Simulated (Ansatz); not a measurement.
# Cu2: a line through the functionals

The species is Cu2 (2 atoms), meant as a singlet with charge 0. As SMILES, `[Cu][Cu]`. The bond length is the measured one.

The electronic atomisation energy y, in eV, basis def2-SVPD; a is the functional's share of exact exchange. Programs: Ansatz 0.2.0.

| functional | program | a | y (eV) |
| --- | --- | --- | --- |
| revPBE | Ansatz | 0 | 2.58 |
| PBE | Ansatz | 0 | 2.76 |
| B3LYP | Ansatz | 0.2 | 2.32 |
| r2SCAN0 | Ansatz | 0.25 | 2.16 |
| PBE0 | Ansatz | 0.25 | ? |
| BHLYP | Ansatz | 0.5 | 1.84 |

Problem. Fit y = c + s·a to the known rows and predict PBE0.

Solution. 
1. Means of the 5 rows: a = 0.1900, y = 2.332.
2. Σ(Δa)² = 0.172, Σ(Δa·Δy) = -0.2914, so the slope is -0.2914/0.172 = -1.6942.
3. Intercept: 2.332 − (-1.6942) × 0.1900 = 2.654. The largest residual of the fit is 0.11.
4. PBE0: 2.654 + (-1.6942) × 0.25 = 2.23 eV.

The run gave 2.20 eV, so the prediction is off by +0.03 eV, within the largest residual. The rows mix families of semi-local functionals, which the line can't see.

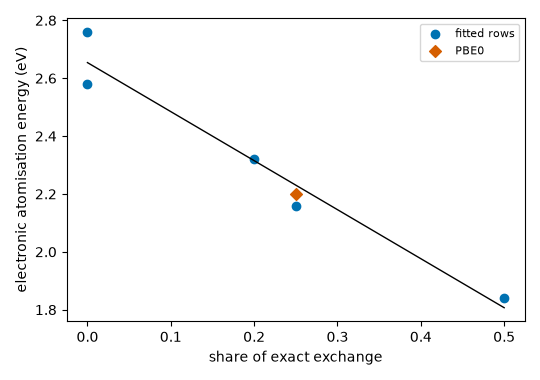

The fitted line, with the withheld row.
